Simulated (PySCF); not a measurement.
# C4H8O2Si: electronic excitations

What electronic excitations should C4H8O2Si (`O=C[C@@H]1C[C@@H]1O[SiH3]`) show?

The runs use PySCF 2.14.0, with density-fitted response routines of our own; the level of theory stands in each step. All values are computed, except where a source is named. Atoms count from 0, in the outputs and in this text.

### 1 The starting structure

15 atoms, charge 0, multiplicity 1; geometry from: GFN2-xTB.

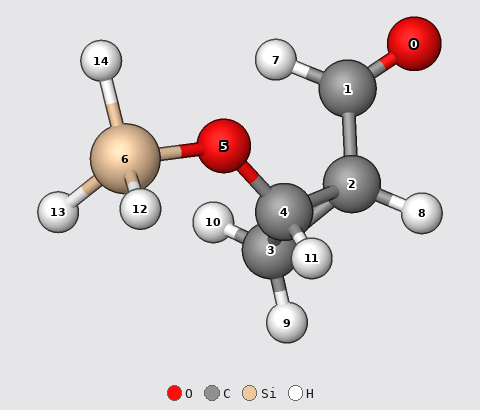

As it starts; oxygen red, carbon grey, silicon light orange, hydrogen white, atoms numbered.

### 2 Ultraviolet spectrum: wB97X-D/def2-SVPD

Job settings and geometry (Å):

```
{"job": {"kind": "uv", "xc": "wB97X-D", "basis": "def2-SVPD", "nstates": 8, "ntriplets": 3}, "charge": 0, "multiplicity": 1}
O     -1.719692     0.121086     2.909062
C     -0.940633    -0.077978     2.015904
C     -1.305959    -0.560470     0.676588
C     -0.324470    -1.443096    -0.073466
C     -0.534665    -0.043433    -0.526155
O      0.441981     0.894527    -0.324575
Si     1.709342     1.301472    -1.261431
H      0.143761     0.098699     2.144970
H     -2.364373    -0.745802     0.541842
H     -0.724231    -2.256993    -0.656889
H      0.607767    -1.660148     0.426004
H     -1.113355     0.120774    -1.431321
H      1.248452     1.793398    -2.561513
H      2.579026     0.144879    -1.492018
H      2.292636     2.321075    -0.408915
```

Level: TDDFT wB97X-D/def2-SVPD, vertical, gas phase, core orbitals frozen in the response.

Run with:

```bash
$ OMP_NUM_THREADS=1 python probes_run.py task.json out
```

This one command runs all jobs of the session in turn.

Log:

```text
coarse grid: 13104 points
cycle   1  E = -596.4520352874  dE =  1.317e+00  |g| = 9.815e-01  |ddm| = 5.280e+00
cycle   2  E = -596.2600316451  dE =  1.920e-01  |g| = 1.460e+00  |ddm| = 3.336e+00
cycle   3  E = -596.6496449550  dE = -3.896e-01  |g| = 1.122e-01  |ddm| = 2.107e+00
cycle   4  E = -596.6515410786  dE = -1.896e-03  |g| = 7.351e-02  |ddm| = 2.397e-01
cycle   5  E = -596.6525428485  dE = -1.002e-03  |g| = 1.266e-02  |ddm| = 1.231e-01
cycle   6  E = -596.6525882822  dE = -4.543e-05  |g| = 5.086e-03  |ddm| = 3.683e-02
cycle   7  E = -596.6525971139  dE = -8.832e-06  |g| = 1.208e-03  |ddm| = 1.734e-02
final grid: 122152 points
cycle   8  E = -596.7467272210  dE = -1.051e-04  |g| = 3.728e-03  |ddm| = 1.806e-01
cycle   9  E = -596.7467304849  dE = -3.264e-06  |g| = 2.447e-03  |ddm| = 2.355e-02
cycle  10  E = -596.7467318790  dE = -1.394e-06  |g| = 5.820e-04  |ddm| = 4.921e-03
cycle  11  E = -596.7467319903  dE = -1.113e-07  |g| = 2.682e-04  |ddm| = 2.383e-03
cycle  12  E = -596.7467320057  dE = -1.541e-08  |g| = 8.164e-05  |ddm| = 4.677e-04
cycle  13  E = -596.7467320079  dE = -2.236e-09  |g| = 3.058e-05  |ddm| = 2.990e-04
cycle  14  E = -596.7467320082  dE = -2.681e-10  |g| = 1.463e-05  |ddm| = 7.219e-05
converged SCF energy = -596.7467320082

Static polarisability (au): isotropic 77.621, principal 66.289 73.702 92.872

Singlet excitations
state   eV       nm        f      main configurations
  1   4.3867    282.6   0.00018   H->L 0.90
  2   6.7558    183.5   0.04952   H-1->L 0.88
  3   7.1506    173.4   0.05069   H-1->L+1 0.54, H-2->L 0.22, H->L+1 0.13
  4   7.2434    171.2   0.10098   H-2->L 0.65, H-1->L+1 0.12, H->L+1 0.10
  5   7.5811    163.5   0.03268   H-2->L+1 0.39, H->L+1 0.30, H-3->L+1 0.12
  6   7.7962    159.0   0.01912   H->L+3 0.29, H->L+7 0.23, H->L+5 0.10
  7   7.9961    155.1   0.04804   H->L+3 0.45, H->L+4 0.12, H->L+7 0.10
  8   8.2439    150.4   0.01545   H->L+7 0.22, H-1->L+2 0.17, H->L+2 0.15

Triplet excitations (Tamm-Dancoff, eV): 3.8395 5.6510 6.5656
```

It took 80 s on 1 thread of Arm Neoverse N1, shared host; peak memory 0.89 GiB.

Frontier orbitals and where they lie:

```tsv
orbital	eV	atoms
HOMO−3	-11.54	Si6 21 %, H12 17 %, O5 16 %
HOMO−2	-10.44	O5 23 %, C2 20 %, C3 13 %
HOMO−1	-10.10	O5 32 %, C4 15 %, C3 14 %
HOMO	-9.26	O0 56 %, C1 14 %, C2 9 %
LUMO	1.14	C1 36 %, O0 32 %, C2 6 %
LUMO+1	1.65	Si6 38 %, H13 11 %, H12 11 %
LUMO+2	2.08	Si6 59 %, H13 10 %, H12 10 %
```

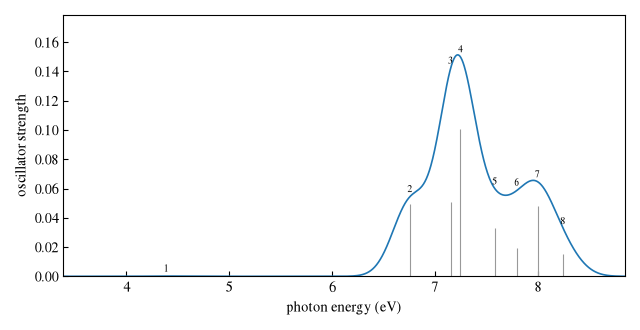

Absorption spectrum from the 8 singlet states computed; above the last one it falls off for lack of states. Lines are broadened to a width of 0.40 eV (Gaussian).

Further results of this job:

```tsv
property	computed
dipole moment (D)	4.25
polarisability (Å³)	11.50
HOMO–LUMO gap (eV)	10.40
−ε(HOMO) (eV)	9.26
```

### 3 Results

```
                                quantity                        value
      lowest singlet (wB97X-D/def2-SVPD)  4.39 eV (283 nm), f = 0.000
brightest single state of those computed  state 4, 7.24 eV, f = 0.101
                          lowest triplet                      3.84 eV
```

**Reading.** The lowest singlet, at 4.39 eV, is HOMO→LUMO 0.90 and is dark; of the 8 states computed, the strongest absorption comes from state 4 at 7.24 eV. The lowest triplet lies 0.55 eV below the lowest singlet (triplets in Tamm-Dancoff, singlets in full TDDFT).
